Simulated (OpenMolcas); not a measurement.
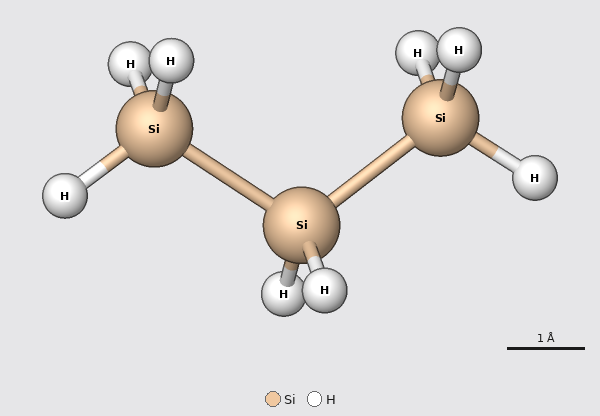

The structure (ball-and-stick view, seen at a tilt).

Excited-state calculation of Si3H8 (part 1 of 4)

System: Si3H8.
Method: CASPT2/ANO-R1, sfX2C (OpenMolcas 26.06).

The geometry comes from this level: PBE0-D4/def2-TZVP.

### Input file
```
* H8Si3 CASPT2

&GATEWAY
 Coord=coord.xyz
 Basis=ANO-R1
 Group=NoSym
 RICD

&SEWARD

&RASSCF
 FileOrb=$CurrDir/step2.RasOrb
 Spin=1
 Nactel=10 0 0
 Inactive=20
 Ras2=10
 CIRoot=3 3 1
 OrbListing=Nothing
 OrbAppear=Compact

&CASPT2
 Multistate=all
 Imaginary=0.2

&RASSI
 NrOfJobIphs=1 all
 IphNames
 JOBMIX
 EJob
```

### File coord.xyz
```
11

Si    -1.292570     1.366730    -0.525270
Si    -0.462570    -0.807300    -0.296320
Si     1.631930    -0.774400     0.742750
H     -2.625850     1.367720    -1.185120
H     -0.354030     2.180440    -1.344070
H     -1.422540     2.000090     0.814640
H     -0.343400    -1.440160    -1.640160
H     -1.410380    -1.620800     0.516390
H      1.515950    -0.154940     2.090430
H      2.583820     0.031780    -0.068050
H      2.179610    -2.149160     0.894770
```

Launched with:
```bash
export MOLCAS_MEM=1860
pymolcas step3.inp > step3.log
```

### Log
```
--- Start Module: gateway ---

                                              &GATEWAY

                       available to each process: 1.9 GB of memory, 1 thread

++    Symmetry information:
      ---------------------

                    Character Table for C1

                             E
                    a        1  x, y, xy, Rz, z, xz, Ry, yz, Rx, I
--

++    Basis set information:
      ----------------------

      Basis set label: SI.ANO-R...4S3P1D.

      Electronic valence basis set:
      ------------------
      Associated Effective Charge  14.000000 au
      Associated Actual Charge     14.000000 au
      Nuclear Model: Finite nucleus - Gaussian distribution
        Gaussian exponent, Xi/bohr**(-2):  4.34677E+08

      Shell  nPrim  nBasis  Cartesian Spherical Contaminant
         s      16       4        X
         p      11       3        X
         d       7       1                 X

      Basis set label: H.ANO-R...2S1P.

      Electronic valence basis set:
      ------------------
      Associated Effective Charge   1.000000 au
      Associated Actual Charge      1.000000 au
      Nuclear Model: Finite nucleus - Gaussian distribution
        Gaussian exponent, Xi/bohr**(-2):  2.12482E+09

      Shell  nPrim  nBasis  Cartesian Spherical Contaminant
         s       7       2        X
         p       4       1        X
--

++    Molecular structure info:
      -------------------------

                    ************************************************
                    **** Cartesian Coordinates / bohr, angstrom ****
                    ************************************************

     Center  Label                x              y              z                     x              y              z
        1      SI1             -2.442603       2.582745      -0.992616             -1.292570       1.366730      -0.525270
        2      SI2             -0.874131      -1.525576      -0.559964             -0.462570      -0.807300      -0.296320
        3      SI3              3.083901      -1.463404       1.403594              1.631930      -0.774400       0.742750
        4      H4              -4.962137       2.584616      -2.239552             -2.625850       1.367720      -1.185120
        5      H5              -0.669020       4.120434      -2.539924             -0.354030       2.180440      -1.344070
        6      H6              -2.688211       3.779622       1.539446             -1.422540       2.000090       0.814640
        7      H7              -0.648932      -2.721508      -3.099453             -0.343400      -1.440160      -1.640160
        8      H8              -2.665232      -3.062868       0.975836             -1.410380      -1.620800       0.516390
        9      H9               2.864730      -0.292794       3.950340              1.515950      -0.154940       2.090430
       10      H10              4.882712       0.060055      -0.128596              2.583820       0.031780      -0.068050
       11      H11              4.118866      -4.061324       1.690870              2.179610      -2.149160       0.894770

                    ***************************************
                    *    InterNuclear Distances / bohr    *
                    ***************************************

               1 SI1           2 SI2           3 SI3           4 H4            5 H5            6 H6
    1 SI1      0.000000
    2 SI2      4.418778        0.000000
    3 SI3      7.256404        4.418760        0.000000
    4 H4       2.811210        6.035437        9.715848        0.000000
    5 H5       2.811449        5.986631        7.798397        4.569444        0.000000
    6 H6       2.811437        5.986947        7.799042        4.569421        4.564488        0.000000
    7 H7       5.982568        2.816021        5.982834        6.891888        6.864813        8.242739
    8 H8       5.983086        2.816024        5.982791        6.892646        8.242892        6.865702
    9 H9       7.801880        5.986792        2.811455       10.385284        8.607410        7.296036
   10 H10      7.795559        5.986781        2.811451       10.380299        7.288546        8.598629
   11 H11      9.715845        6.035419        2.811204       11.919789       10.380975       10.384588

               7 H7            8 H8            9 H9           10 H10          11 H11
    7 H7       0.000000
    8 H8       4.559602        0.000000
    9 H9       8.242819        6.863051        0.000000
   10 H10      6.867472        8.242808        4.564479        0.000000
   11 H11      6.890153        6.894358        4.569450        4.569429        0.000000

                    *******************************************
                    *    InterNuclear Distances / angstrom    *
                    *******************************************

               1 SI1           2 SI2           3 SI3           4 H4            5 H5            6 H6
    1 SI1      0.000000
    2 SI2      2.338317        0.000000
    3 SI3      3.839924        2.338307        0.000000
    4 H4       1.487629        3.193816        5.141406        0.000000
    5 H5       1.487755        3.167989        4.126734        2.418046        0.000000
    6 H6       1.487749        3.168156        4.127075        2.418034        2.415423        0.000000
    7 H7       3.165839        1.490174        3.165979        3.647030        3.632702        4.361870
    8 H8       3.166113        1.490176        3.165957        3.647431        4.361951        3.633173
    9 H9       4.128577        3.168074        1.487758        5.495655        4.554845        3.860896
   10 H10      4.125232        3.168068        1.487756        5.493018        3.856933        4.550198
   11 H11      5.141404        3.193806        1.487625        6.307680        5.493375        5.495287

               7 H7            8 H8            9 H9           10 H10          11 H11
    7 H7       0.000000
    8 H8       2.412838        0.000000
    9 H9       4.361912        3.631770        0.000000
   10 H10      3.634110        4.361906        2.415419        0.000000
   11 H11      3.646112        3.648337        2.418049        2.418038        0.000000

                    **************************************
                    *    Valence Bond Angles / degree    *
                    **************************************
                          Atom centers                 Phi
                      4 H4       1 SI1      5 H5       108.72
                      4 H4       1 SI1      6 H6       108.72
                      5 H5       1 SI1      6 H6       108.54
                      7 H7       2 SI2      8 H8       108.11
                      9 H9       3 SI3     10 H10      108.54
                      9 H9       3 SI3     11 H11      108.72
                     10 H10      3 SI3     11 H11      108.72
--

            Nuclear Potential Energy            193.11783707 au

--- Stop Module: gateway /rc=_RC_ALL_IS_WELL_ ---
--- Module gateway spent 1 second ---

--- Start Module: seward ---

                                              &SEWARD

                       available to each process: 1.9 GB of memory, 1 thread

               SEWARD will generate:
                  Multipole Moment integrals up to order  2
                  Kinetic Energy integrals
                  Nuclear Attraction integrals (finite nuclei - Gaussian type)
                  One-Electron Hamiltonian integrals
                  Velocity integrals
                  Relativistic X2C integrals
                  Orbital angular momentum around ( -0.0683  -0.1191  -0.0437 )
                  Velocity quadrupole around ( -0.0683  -0.1191  -0.0437 )
                  Atomic mean-field integrals
                  RI decomposed two-electron repulsion integrals stored Cholesky style
                   - acCD auxiliary basis
                   - CD Threshold:   1.00E-04

                   Integrals are discarded if absolute value <: 1.00E-14
                   Integral cutoff threshold is set to       <: 1.00E-16

            Nuclear Potential Energy            193.11783707 au

      Basis set specifications :
      Symmetry species         a
      Basis functions           94

--- Stop Module: seward /rc=_RC_ALL_IS_WELL_ ---
--- Module seward spent 6 seconds ---

--- Start Module: rasscf ---

                                              &RASSCF

                       available to each process: 1.9 GB of memory, 1 thread

      Header of the ONEINT file:
      --------------------------

      OrdInt status: non-squared

      Cartesian coordinates in angstrom:
      -----------------------------------------------------
      No.  Label        X            Y            Z
      -----------------------------------------------------
       1   SI1       -1.29257000   1.36673000  -0.52527000
       2   SI2       -0.46257000  -0.80730000  -0.29632000
       3   SI3        1.63193000  -0.77440000   0.74275000
       4   H4        -2.62585000   1.36772000  -1.18512000
       5   H5        -0.35403000   2.18044000  -1.34407000
       6   H6        -1.42254000   2.00009000   0.81464000
       7   H7        -0.34340000  -1.44016000  -1.64016000
       8   H8        -1.41038000  -1.62080000   0.51639000
       9   H9         1.51595000  -0.15494000   2.09043000
      10   H10        2.58382000   0.03178000  -0.06805000
      11   H11        2.17961000  -2.14916000   0.89477000
      -----------------------------------------------------
      Nuclear repulsion energy =  193.11783707

++    Wave function specifications:
      -----------------------------

      Number of closed shell electrons          40
      Number of electrons in active shells      10
      Max number of holes in RAS1 space          0
      Max nr of electrons in RAS3 space          0
      Number of inactive orbitals               20
      Number of active orbitals                 10
      Number of secondary orbitals              64
      Spin quantum number                      0.0
      State symmetry                             1
--

++    Orbital specifications:
      -----------------------

      Symmetry species                           1
                                                 a
      Frozen orbitals                            0
      Inactive orbitals                         20
      Active orbitals                           10
      RAS1 orbitals                              0
      RAS2 orbitals                             10
      RAS3 orbitals                              0
      Secondary orbitals                        64
      Deleted orbitals                           0
      Number of basis functions                 94
--

++    CI expansion specifications:
      ----------------------------

      Number of CSFs                         19404
      Number of spin combinations            31878
      Number of determinants                 63504
      Number of root(s) required                 3
      Root chosen for geometry opt.              3
      CI roots used                              1     2     3
      weights                                0.333 0.333 0.333
      highest root included in the CI            3
      max. size of the explicit Hamiltonian    200
--

++    Optimization specifications:
      ----------------------------

      RASSCF algorithm: LK RI/DF
      Maximum number of macro iterations       200
      Maximum number of SX iterations          100
      Threshold for RASSCF energy            1.000E-08
      Threshold for max MO rotation          1.000E-01
      Threshold for max BLB element          1.000E-04
      Level shift parameter                  5.000E-01
      Make Quasi-Newton update
--

      The MO-coefficients are taken from the file:
      step2.RasOrb
      Title: RASSCF average (pseudo-natural) orbitals

      Total molecular charge    0.00

      ************************************************************************************************************************
      *                                            Wave function control section                                             *
      ************************************************************************************************************************

                                         RASSCF iterations: Energy and convergence statistics
                                         ----------------------------------------------------

          iter iter root      energy       change     param      element    value   shift minimum  type update hh:mm:ss
 Nr of preliminary CI iterations:   5
        1   1    6    0  -873.12260040    0.00E+00   5.06E-04   26  45 1  9.71E-05   0.26   0.00    SX    NO    0:00:02
        2   1    5    0  -873.12260070   -3.02E-07*  3.25E-04   26  45 1  6.00E-05   0.26   0.00    SX    NO    0:00:01
        3   1    5    0  -873.12260078   -8.04E-08*  2.13E-04   26  45 1  3.74E-05   0.26   0.00    SX    NO    0:00:01
        4   8    5    0  -873.12260400   -3.21E-06*  1.40E-04   18  29 1 -3.51E-05   0.26   0.00    SX    NO    0:00:02
        5   1    5    0  -873.12260405   -4.81E-08* -1.70E-04   18  44 1  2.22E-05   0.26   1.60    QN   YES    0:00:00
        6   5    5    0  -873.12260408   -3.39E-08* -3.03E-04    4  93 1  8.64E-06   0.26   1.13    QN   YES    0:00:01
        7   5    5    0  -873.12260409   -1.03E-08* -6.24E-05   19  43 1  1.03E-05   0.26   0.90    QN   YES    0:00:01
        8   1    4    0  -873.12260409   -4.08E-09  -1.60E-04   26  45 1 -4.91E-06   0.26   2.50    QN   YES    0:00:00
      Convergence after  8 iterations
        9   1    4    0  -873.12260410   -2.09E-09  -1.60E-04   26  32 1 -3.01E-06   0.26   2.50    QN   YES    0:00:01

      ************************************************************************************************************************
                                                      Wave function printout:
                       occupation of active orbitals, and spin coupling of open shells (u,d: Spin up or down)
      ************************************************************************************************************************

      Note: transformation to natural orbitals
      has been made, which may change the order of the CSFs.

      printout of CI-coefficients larger than  0.05 for root  1
      energy=    -873.331083
      conf/sym  1111111111     Coeff  Weight
             1  2222200000  -0.97796 0.95640
            27  2222020000   0.05067 0.00257
           253  222uud0d00   0.05105 0.00261

      printout of CI-coefficients larger than  0.05 for root  2
      energy=    -873.030263
      conf/sym  1111111111     Coeff  Weight
             2  2222ud0000  -0.89180 0.79530
             4  2222u00d00   0.05026 0.00253
             7  222u2d0000   0.15339 0.02353
             9  222u200d00   0.34402 0.11835
            42  222ud20000   0.05622 0.00316
            87  u222d20000  -0.05489 0.00301

      printout of CI-coefficients larger than  0.05 for root  3
      energy=    -873.006466
      conf/sym  1111111111     Coeff  Weight
             2  2222ud0000  -0.14934 0.02230
             4  2222u00d00  -0.24246 0.05879
             7  222u2d0000  -0.90460 0.81831
            27  2222020000   0.12407 0.01539
            45  222udu0d00   0.07868 0.00619
           147  u22d220000   0.06521 0.00425
           153  u22d2u00d0  -0.06917 0.00478
           253  222uud0d00   0.10946 0.01198
           358  222u0d0200  -0.05129 0.00263
          1489  022u2d0020   0.05009 0.00251

      Natural orbitals and occupation numbers for root  1
      sym 1:   1.993434   1.980953   1.979228   1.975820   1.984452   0.026023   0.009074   0.011246   0.022007   0.017763

      Natural orbitals and occupation numbers for root  2
      sym 1:   1.975603   1.980121   1.979713   1.846149   1.136565   0.874126   0.018063   0.147035   0.026494   0.016131

      Natural orbitals and occupation numbers for root  3
      sym 1:   1.966128   1.978334   1.982431   1.108129   1.866568   0.933894   0.017982   0.102908   0.027668   0.015958

      ************************************************************************************************************************
      *                                                    Final results                                                     *
      ************************************************************************************************************************

++    Final optimization conditions:
      ------------------------------

      Average CI energy                            -873.12260410
      RASSCF energy for state  3                   -873.00646617
      Super-CI energy                                -0.00000000
      RASSCF energy change                            0.00000000
      Max change in MO coefficients              -1.726E-04
      Max non-diagonal density matrix element    -1.596E-04
      Maximum BLB matrix element                 -3.011E-06
      (orbital pair  26,  32 in symmetry   1)
      Norm of electronic gradient            4.136E-02
--

      Final state energy(ies):
      ------------------------

::    RASSCF root number  1 Total energy:   -873.33108312
::    RASSCF root number  2 Total energy:   -873.03026300
::    RASSCF root number  3 Total energy:   -873.00646617
      Von Neumann Entropy (Root   1) =  0.35278

      Mulliken population analysis for root number:  1
      -----------------------------------------------

++    Molecular charges:
      ------------------

      Mulliken charges per centre
      ---------------------------

                SI1     SI2     SI3     H4      H5      H6      H7      H8      H9      H10     H11
      Total   14.1185 14.1938 14.1246  0.9524  0.9512  0.9506  0.9371  0.9260  0.9502  0.9427  0.9529

      N-E     -0.1185 -0.1938 -0.1246  0.0476  0.0488  0.0494  0.0629  0.0740  0.0498  0.0573  0.0471

      Total electronic charge=   50.000000

      Total            charge=   -0.000000
--
```
